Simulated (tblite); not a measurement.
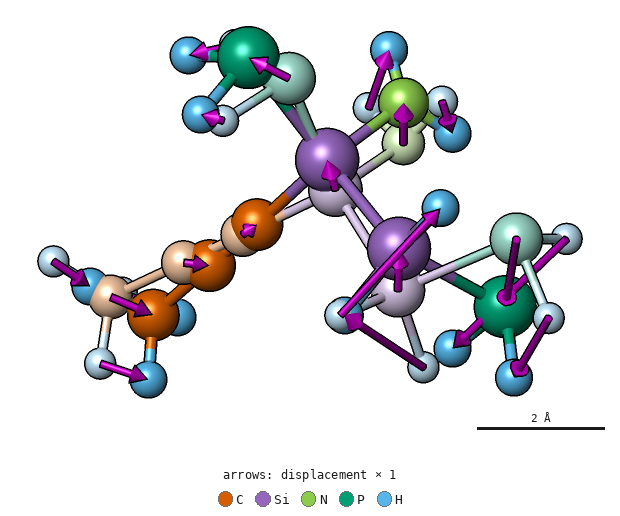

A relaxation of C3H11NP2Si2. The starting structure is drawn faded, the final one solid; purple arrows show the displacements, at their true length. The two geometries are superimposed by the best rigid fit.

Style: ball-and-stick. Shown at a tilt.

Level of theory: GFN2-xTB geometry optimisation, gas phase (tblite). 

Describe the change and its energy.

Answer. After 270 geometry steps the energy has fallen by 0.429 eV. An H atom moves most after the best rigid fit: 2.85 Å. Largest moves by element: H 2.85 Å, P 1.99 Å, N 0.88 Å, Si 0.78 Å, C 0.73 Å. Among the contacts that change: P–Si 2.209 → 2.260 Å, H–P 1.427 → 1.379 Å, C–C 1.478 → 1.445 Å, C–C 1.187 → 1.207 Å. Among the angles between lasting bonds that change: Si–N–H 108.6° → 121.6°, Si–N–H 108.9° → 119.6°, N–Si–Si 114.4° → 106.6°. Groups turn about Si–Si by about 95°.
